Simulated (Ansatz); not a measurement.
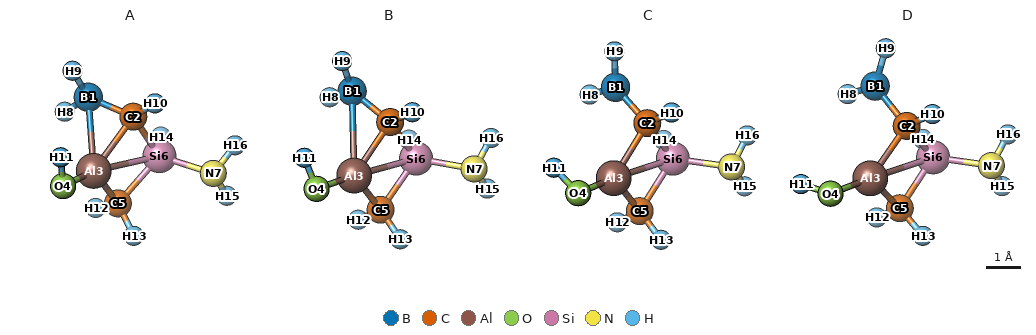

4 geometries from one relaxation of C2H9AlBNOSi, in shuffled order. The picture is a ball-and-stick view, seen at a tilt.

The run prepares the start of a later molecular dynamics calculation, from a guessed geometry.

All numbers below come from RKS PBE-D4/STO-3G in Ansatz. (no spin polarisation; force threshold 0.02 eV/Å; at most 40 steps)

### Put them in the order of the run, from the start to the converged end.

D, C, B, A. They are steps 0, 4, 7, 20, at +1.673 eV, +0.429 eV, +0.138 eV relative to the last. The atom that moves furthest after the best rigid fit is H11 (1.49 Å). By element the largest moves are H 1.49 Å, O 0.54 Å, B 0.45 Å, Al 0.42 Å, N 0.38 Å, C 0.36 Å. Near-neighbour distances that change, for instance: B1–Al3 2.954 → 2.297 Å, Al3–O4 1.902 → 1.709 Å, Al3–Si6 2.820 → 2.634 Å, B1–C2 1.586 → 1.480 Å. Bond angles that change, for instance: B1–C2–Al3 110.5° → 79.3°, O4–Al3–Si6 176.8° → 163.8°, Al3–C2–Si6 93.5° → 83.5°. After 19 accepted moves (20 points after the start) the energy has fallen by 1.673 eV. The largest force component goes from 2.6 to 0.013 eV/Å. The line search rejected the trial step at point 9 of the run.

Limits of the set-up: STO-3G is a minimal basis, so the numbers are rough.
